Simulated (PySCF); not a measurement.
**C₅H₁₃FSi: density, localisation and related maps**

| atom | x (Å) | y (Å) | z (Å) |
| --- | --- | --- | --- |
| C | -1.8124 | -1.0719 | 0.0364 |
| C | -1.3208 | 0.3707 | -0.0860 |
| C | -2.2549 | 1.1614 | -0.9982 |
| Si | 0.4772 | 0.4624 | -0.7165 |
| C | 1.6551 | -0.3592 | 0.5638 |
| C | 3.1004 | -0.4315 | 0.1072 |
| F | 1.5974 | 0.4006 | 1.7337 |
| H | -1.7889 | -1.5698 | -0.9312 |
| H | -2.8387 | -1.0931 | 0.4010 |
| H | -1.1966 | -1.6394 | 0.7304 |
| H | -1.3665 | 0.8239 | 0.9107 |
| H | -2.2536 | 0.7415 | -2.0018 |
| H | -1.9451 | 2.2012 | -1.0656 |
| H | -3.2757 | 1.1325 | -0.6196 |
| H | 0.9050 | 1.8559 | -0.8688 |
| H | 0.6305 | -0.2679 | -1.9818 |
| H | 1.3168 | -1.3576 | 0.8652 |
| H | 3.4625 | 0.5585 | -0.1576 |
| H | 3.1703 | -1.0761 | -0.7639 |
| H | 3.7328 | -0.8316 | 0.8978 |

Geometry: GFN2-xTB.

All numbers below come from PBE0/pcSseg-1, SCF density, gas phase, non-relativistic in PySCF.

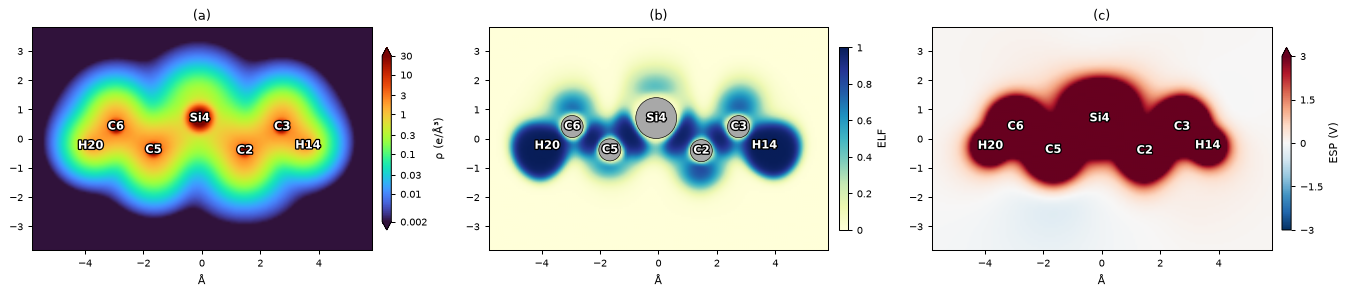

Figure 1. (a) total electron density; (b) ELF; (c) molecular electrostatic potential on the plane of atoms Si4, C5 and C6. Grey discs cover the atomic cores in the ELF map.

Question: Interpret the plot.

Answer: Atoms in the plane: C, Si and H.
C–C (1.52 Å): ρ at the midpoint is about 1.7 e/Å³; the ELF peaks at about 0.95 between the atoms: localised, covalent bonding.
C–Si (1.91 Å): ρ is about 0.93 e/Å³ halfway; the ELF peaks at about 0.95 between the atoms: a shared electron pair.
C–H (1.09 Å): ρ is about 2 e/Å³ halfway; the ELF climbs to about 1 towards the hydrogen, as it does in any bond to H; an ordinary covalent bond to hydrogen.
Outside the dense part of the molecule the potential is most negative (−0.4 V) near F7, which lies off the plane.

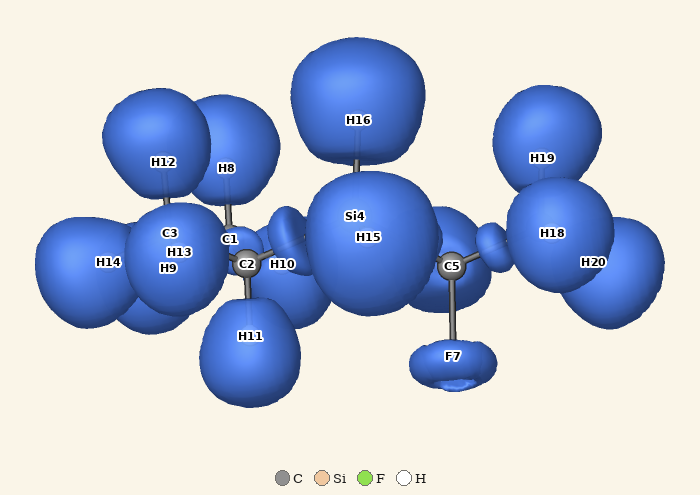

Figure 2. Isosurface of the ELF at 0.85 (blue), seen from one side. Only the valence region is drawn (cores and ρ < 0.01 e/Å³ removed).

Question: Where are the electrons localised?

Answer: At this value the surface marks out three regions between bonded C–C atoms (shared pairs), two regions between bonded C–Si atoms (shared pairs), 13 regions around hydrogen nuclei and one region wrapped around F (its lone pairs, merged into a ring or cap). Along the contacts the grid gives the following. C–F (1.40 Å): the ELF peaks at about 0.80 between the atoms: a shared but strongly polarised pair.

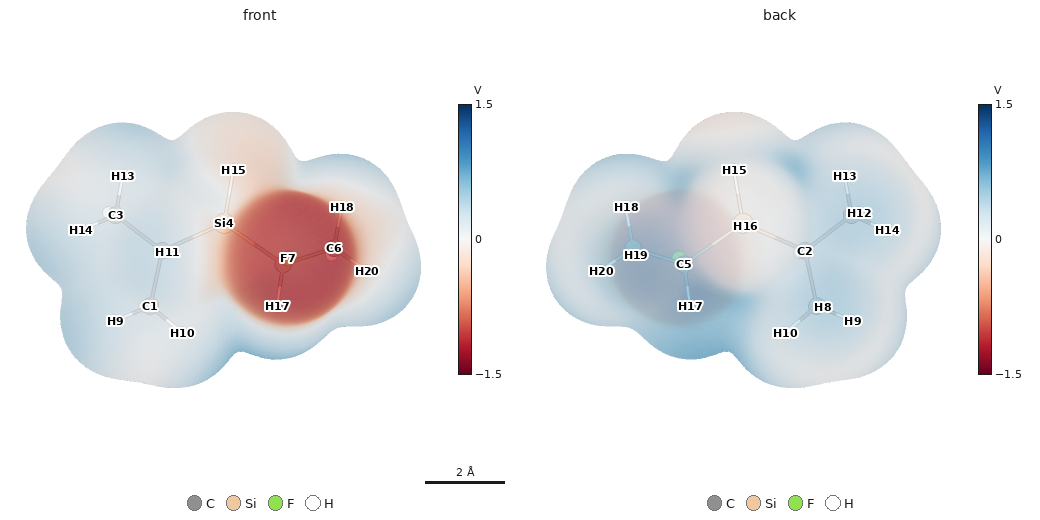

Figure 3. The electrostatic potential painted on the density surface at 0.001 e/bohr³, seen from the front and from behind; the colour scale runs from red (negative) to blue (positive).

Question: Which sites attract a positive test charge, and which a negative one?

Answer: A positive charge is drawn to the negative regions and a negative charge to the positive ones. The most negative region (about −1.1 V, or −25 kcal/mol for a unit charge) lies over F7, the most positive (about +0.7 V, or +16 kcal/mol for a unit charge) over Si4, C5 and H17.

Question: What dipole moment does the calculation give?

Answer: Its dipole moment is 1.53 D.
